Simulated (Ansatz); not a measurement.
# SnO (tin(ii) oxide): levels of theory compared

We compute a comparison of 6 runs (HF/STO-3G, UHF/STO-3G, PBE/STO-3G, UPBE/STO-3G, wB97X/STO-3G, MP2/STO-3G) of SnO (tin(ii) oxide). 

The calculation is run with Ansatz 0.2.0.

53 further runs of the same task are left out: 19 that didn't finish, 34 set aside as unsound or not needed.

### 1 Starting point

SnO: 2 atoms, total charge 0, spin state singlet. As SMILES, `[O]=[Sn]`. The Sn2–O1 distance was set to 3.635 Å, away from the relaxed value.

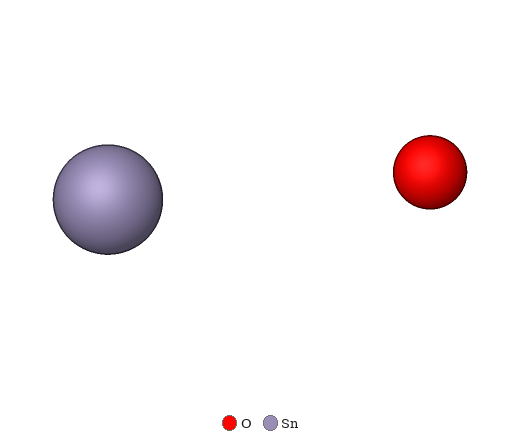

The structure, seen from a chosen angle (oxygen red, tin purple).

### 2 The energy at HF/STO-3G (run 1)

molecule.yaml

```yaml
crystal:
  periodic: [false, false, false]
  atoms:
    - {symbol: O, position_ang: [-0.000000, 0.000000, -1.824840]}
    - {symbol: Sn, position_ang: [0.000000, -0.000000, 1.810660]}
basis:
  gaussian:
    orbitals: STO-3G
hamiltonian:
  xc: hf
magnetization:
  spin_polarized: false
  initial_magnetization: 0
accuracy: high
total_charge: 0
```

Started as:

```sh
$ ansatz run molecule.yaml --threads 1 --pin off --max-ram 3480MiB --events-out events.jsonl --progress --plain --runs-dir runs
```

What it wrote:

```text
Warning: RAYON_NUM_THREADS=1 ignored (pool sized by the plan → 1); use --threads N
Functional definition: HF
  name "HF"
  exchange = exact_x
  correlation = 0
529 factors; integrals over basis functions are off by at most 1.1e-8 eV
mean field evaluation 1: about -164235.8216 eV, gradient 1.2e1 eV
mean field evaluation 2: about -164235.8346 eV, gradient 1.2e1 eV
mean field evaluation 4: about -164235.2899 eV, gradient 1.1e1 eV
mean field evaluation 8: about -164269.6087 eV, gradient 3.3e0 eV
mean field evaluation 16: about -164269.6643 eV, gradient 4.9e-1 eV
mean field evaluation 32: about -164269.5937 eV, gradient 2.0e-1 eV
mean field evaluation 64: about -164234.9979 eV, gradient 1.2e1 eV
mean field -164269.72251931 eV, -6036.8009565677 hartree, gradient 2.1e-8 eV, S^2 0.000000; 3 other end points of the search recorded, 0 dependent functions left out
reference -164269.72251931 eV, -6036.8009565677 hartree; 29, 29 occupied and 3, 3 virtual orbitals, 529 factors
Total energy: -164269.72251931 eV, -6036.8009565677 hartree
```

It took 0.54 s on 1 thread of Arm Neoverse V2, shared host.

### 3 A single-point energy at UHF/STO-3G (run 2)

input.yaml

```yaml
crystal:
  periodic: [false, false, false]
  atoms:
    - {symbol: O, position_ang: [-0.000000, 0.000000, -1.824840]}
    - {symbol: Sn, position_ang: [0.000000, -0.000000, 1.810660]}
basis:
  gaussian: {orbitals: STO-3G}
accuracy: high
hamiltonian: {xc: hf}
magnetization: {spin_polarized: true, initial_magnetization: 0}
```

Started as:

```sh
$ ansatz run input.yaml --threads 1 --pin off --max-ram 3480MiB --events-out events.jsonl --progress --plain --runs-dir runs
```

What it wrote (excerpt; [...] marks lines left out):

```text
Warning: RAYON_NUM_THREADS=1 ignored (pool sized by the plan → 1); use --threads N
[... 2 set-up lines as earlier in the session ...]
[...]
529 factors; integrals over basis functions are off by at most 1.1e-8 eV
[...]
mean field -164275.45259583 eV, -6037.0115329956 hartree, gradient 2.6e-8 eV, S^2 2.000032; 8 other end points of the search recorded, 0 dependent functions left out
reference -164275.45259583 eV, -6037.0115329956 hartree; 29, 29 occupied and 3, 3 virtual orbitals, 529 factors
Total energy: -164275.45259583 eV, -6037.0115329956 hartree
```

It took 2.5 s on 1 thread of Arm Neoverse V2, shared host; peak memory 0.1 GiB.

Runs 3 to 4 aren't shown in full; the table further down has their settings and results.

### 4 The energy at wB97X/STO-3G (run 5)

run.yaml

```yaml
crystal:
  periodic: [false, false, false]
  atoms:
    - {symbol: O, position_ang: [-0.000000, 0.000000, -1.824840]}
    - {symbol: Sn, position_ang: [0.000000, -0.000000, 1.810660]}
basis:
  gaussian: {orbitals: STO-3G}
hamiltonian: {xc: {name: wB97X}}
accuracy: high
```

Started as:

```sh
$ ansatz run run.yaml --threads 1 --pin off --max-ram 3480MiB --events-out events.jsonl --progress --plain --runs-dir runs
```

What it wrote (excerpt; [...] marks lines left out):

```text
Warning: RAYON_NUM_THREADS=1 ignored (pool sized by the plan → 1); use --threads N
Functional definition: wB97X
  name "wB97X"
[...]
      + exact_x_lr(omega)
[...]
      + integral(e_c_pw_opposite_spin*poly(b97_u_opposite, 1, cos1, cos2, cos3, cos4))
529 factors; integrals over basis functions are off by at most 1.1e-8 eV
120 factors; integrals over basis functions are off by at most 1.2e-9 eV
[...]
mean field -164335.48419674 eV, -6039.2176536384 hartree, gradient 1.4e-8 eV, S^2 0.000000; 2 other end points of the search recorded, 0 dependent functions left out
reference -164335.48419540 eV, -6039.2176535890 hartree; 29, 29 occupied and 3, 3 virtual orbitals, 529 factors
Total energy: -164335.48419540 eV, -6039.2176535890 hartree
```

Wall time 5.4 s (1 thread of Arm Neoverse V2, shared host); peak memory 0.21 GiB.

### 5 The energy at MP2/STO-3G (run 6)

run.yaml, as its differences from that of step 4:

```diff
@@ -7,3 +7,3 @@
   gaussian: {orbitals: STO-3G}
-hamiltonian: {xc: {name: wB97X}}
+correlation: {method: mp2, frozen_orbitals: {O: 1, Sn: 18}}
 accuracy: high
```

Started as:

```sh
$ ansatz run run.yaml --threads 1 --pin off --max-ram 3480MiB --events-out events.jsonl --progress --plain --runs-dir runs
```

What it wrote (excerpt; [...] marks lines left out):

```text
Warning: RAYON_NUM_THREADS=1 ignored (pool sized by the plan → 1); use --threads N
[... 2 set-up lines as earlier in the session ...]
[...]
529 factors; integrals over basis functions are off by at most 1.1e-8 eV
[...]
mean field -164269.72251931 eV, -6036.8009565677 hartree, gradient 2.1e-8 eV, S^2 0.000000; 21 other end points of the search recorded, 0 dependent functions left out; unrestricted orbitals would lower it
[...]
unrestricted determinant -164273.49714264 eV, -6036.9396714163 hartree, S^2 1.9916
19 core orbitals not correlated: weight in the atoms' cores, before any rotation towards them, 1.000 or more for the frozen orbitals, at most 0.000 for the correlated occupied ones
reference -164269.72251931 eV, -6036.8009565677 hartree; 10, 10 occupied and 3, 3 virtual orbitals, 529 factors
second order -0.84718351 eV of doubles, -0.00000000 eV of singles
WARN: the method's energy lies above the unrestricted determinant's, so it is not that of the lowest state
Total energy: -164270.56970282 eV, -6036.8320899873 hartree
```

Run time: 1.8 s. Hardware: 1 thread of Arm Neoverse V2, shared host; peak memory 0.096 GiB.

### 6 The series

```csv
run,level,frozen core orbitals,energy (Eh),wall time
1,HF/STO-3G,–,-6036.800957,0.54 s
2,UHF/STO-3G,–,-6037.011533,2.5 s
3,PBE/STO-3G,–,-6038.460486,4.8 s
4,UPBE/STO-3G,–,-6038.530188,20 s
5,wB97X/STO-3G,–,-6039.217654,5.4 s
6,MP2/STO-3G,19,-6036.832090,1.8 s
```

### 7 What came out

| quantity | value |
| --- | --- |
| run 6: total energy | -6036.83209 Eh |
| run 6: correlation energy (19 core orbitals frozen) | -31.1 mEh |

In words: Totals of different functionals can't be ranked against each other. In run 6 the log says that unrestricted orbitals would lower the reference, so the values rest on an unstable closed-shell determinant (other closed-shell runs at this shape may share the fault). In runs 1, 2, 3, 4, 5, 6 the basis is minimal, so the values are rough. In runs 1, 3, 5, 6 a closed-shell determinant meets a far-stretched bond, which it describes badly. In runs 1, 2, 3, 4, 5, 6 relativity is left out where basis or elements ask for it. Spin contamination of the reference: run 2 ⟨S²⟩ = 2.00, run 4 ⟨S²⟩ = 1.82. Where it is this large, the reference is a mixture of spin states, and values that rest on it are in doubt. All runs together took 35 s, the longest 20 s.
